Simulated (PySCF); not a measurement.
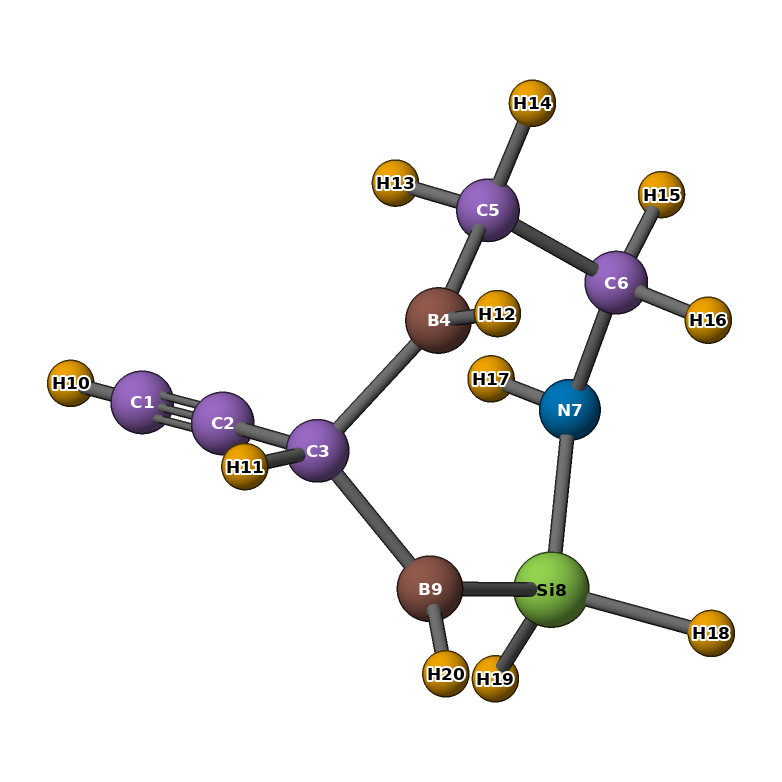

The questions are on isotropic NMR shieldings of the C atoms. The geometry was computed by an optimisation with GFN2-xTB. No frequency run is at hand to confirm it as a minimum. Properties computed with GIAO PBE0/pcSseg-1 NMR shielding, non-relativistic, gas phase (PySCF 2.14.0).

### Which C atom is the most shielded (lowest chemical shift)?

C5 (148.0 ppm).

### Which C atom is the least shielded (highest chemical shift)?

C2 (94.2 ppm).

### How wide is the range of C shifts?

53.8 ppm.

Give the isotropic NMR shieldings of the C atoms atom by atom.

| atom | σ (ppm) |
| --- | --- |
| C1 | 106.1 |
| C2 | 94.2 |
| C3 | 113.4 |
| C5 | 148.0 |
| C6 | 140.8 |

The geometry is semi-empirical. Around B, Si such bond lengths and angles can be off by a tenth of an ångström or more and by several degrees, and values that hang on the shape move with them.
